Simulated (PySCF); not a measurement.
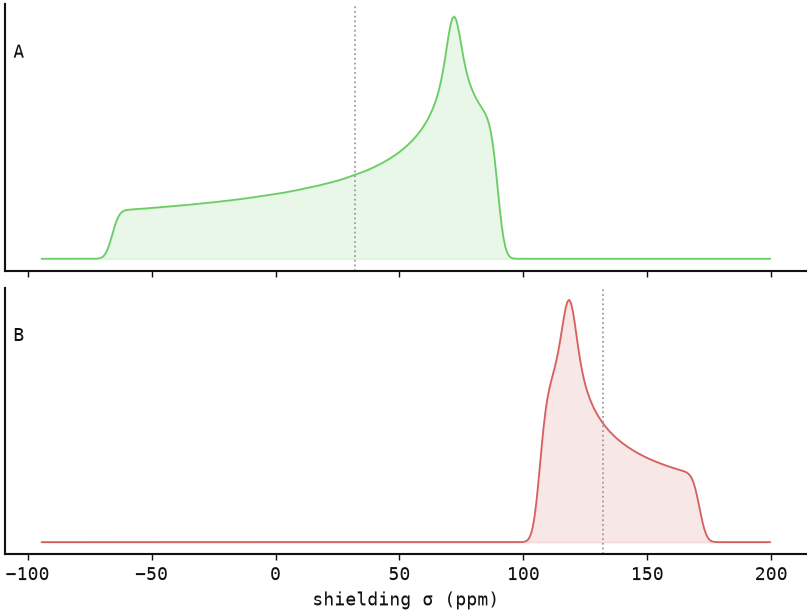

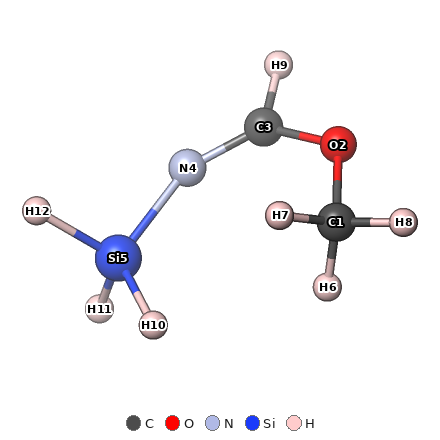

Static powder patterns (¹³C) from GIAO shielding tensors of C₂H₇NOSi, SMILES CO/C=N\[SiH3], PBE0/pcSseg-1, PySCF 2.14.0, at a GFN2-xTB geometry (no frequency check); absolute shielding, one fixed geometry of the isolated molecule without any motion, no dipolar terms. The dotted line is the isotropic value; skew is 3(σiso − σ22)/span.

The panels belong to C1 and C3. Which is which?

Answer. panel A: C3, σ11, σ22, σ33 = −66, 72, 90 ppm, isotropic 32, span 156 ppm, skew −0.77; panel B: C1, σ11, σ22, σ33 = 107, 119, 171 ppm, isotropic 132, span 64 ppm, skew 0.63.

Note: the tight-binding geometry is rougher than a DFT one and adds to the error; one conformer of a flexible molecule.
